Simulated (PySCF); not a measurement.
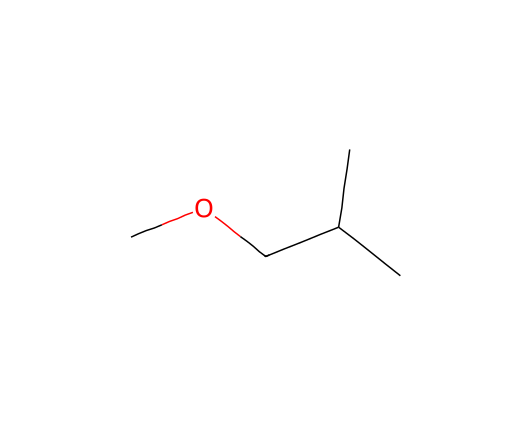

> Write the SMILES.

COCC(C)C

> What is the molecular formula?

C5H12O.

> An optimisation with GFN2-xTB gave a structure of which point group?

C1. Other conformers may differ.

The parts below concern this one geometry. Atoms keep their numbers from picture to picture. The geometry was computed by an optimisation with GFN2-xTB. No frequency run is at hand to confirm it as a minimum.

NMR shielding

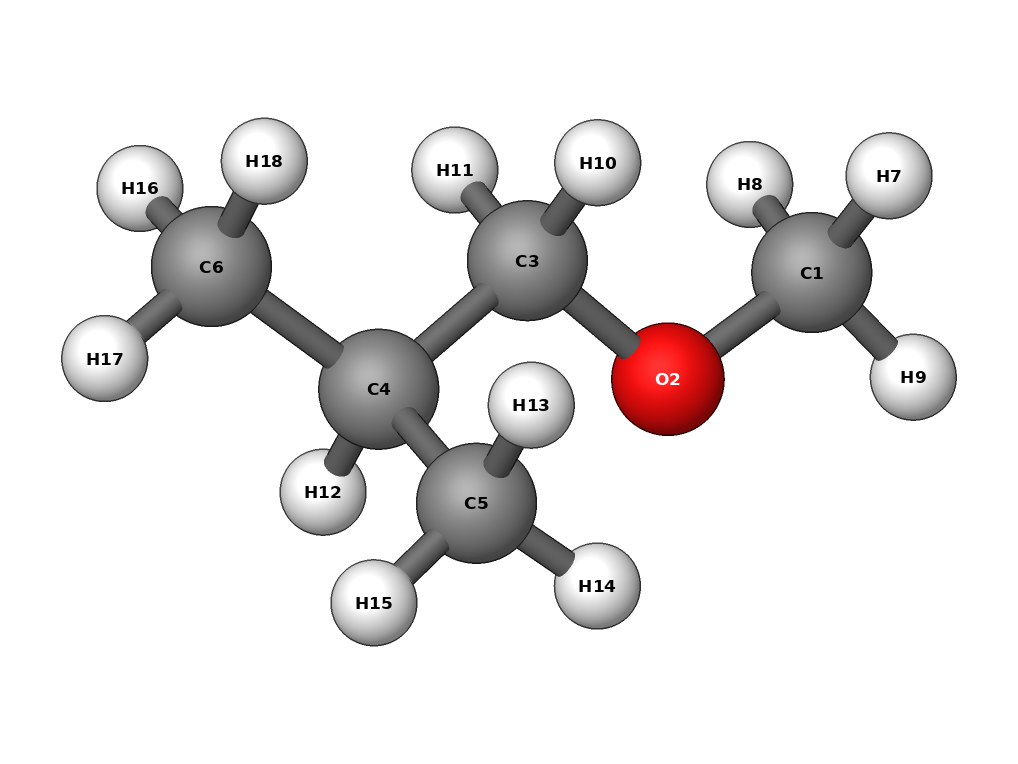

No frequency run is at hand to confirm it as a minimum. Level of theory: GIAO PBE0/pcSseg-1 NMR shielding, non-relativistic, gas phase (PySCF 2.14.0). Principal shieldings σ11 ≤ σ22 ≤ σ33, span Ω = σ33 − σ11, skew κ = 3(σiso − σ22)/Ω.

Give the shielding tensors of the O atoms.

| atom | σ11 | σ22 | σ33 | σiso | Ω | κ |
| --- | --- | --- | --- | --- | --- | --- |
| O2 | 281.0 | 304.5 | 337.2 | 307.6 | 56.2 | 0.16 |

Shieldings and span in ppm.

Quadrupole coupling

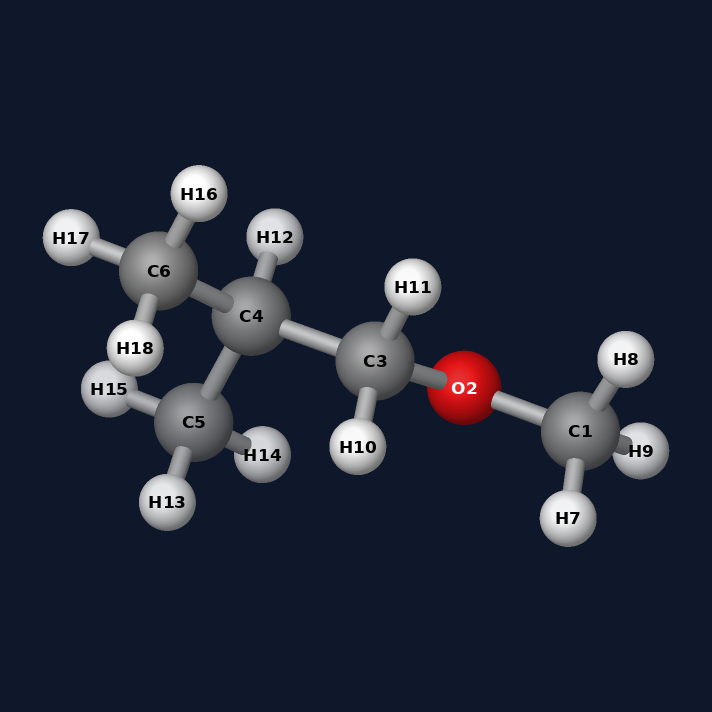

No frequency run is at hand to confirm it as a minimum. Electric field gradients from the ground-state density, PBE0/pcSseg-1 (PySCF 2.14.0), non-relativistic apart from any core potentials.

Give the largest field-gradient component, the quadrupole coupling constant and the asymmetry for 17O at O2 (Q = −25.6 mb), 2H at H7 (Q = 2.86 mb), 2H at H8 (Q = 2.86 mb), 2H at H9 (Q = 2.86 mb), 2H at H10 (Q = 2.86 mb).

```tsv
atom	V_zz (a.u.)	e²qQ/h (MHz)	η
O2	−2.048	12.32	0.95
H7	0.288	0.194	0.08
H8	0.289	0.194	0.08
H9	0.308	0.207	0.06
H10	0.279	0.188	0.07
```

Electronic properties

No frequency run is at hand to confirm it as a minimum. Level of theory: PBE0/pcSseg-1, gas phase (PySCF 2.14.0).

Predict the main results.

- dipole moment: 1.15 D
- HOMO energy (Kohn–Sham orbital): −7.30 eV
- LUMO energy (Kohn–Sham orbital): 1.54 eV
- HOMO–LUMO gap: 8.85 eV
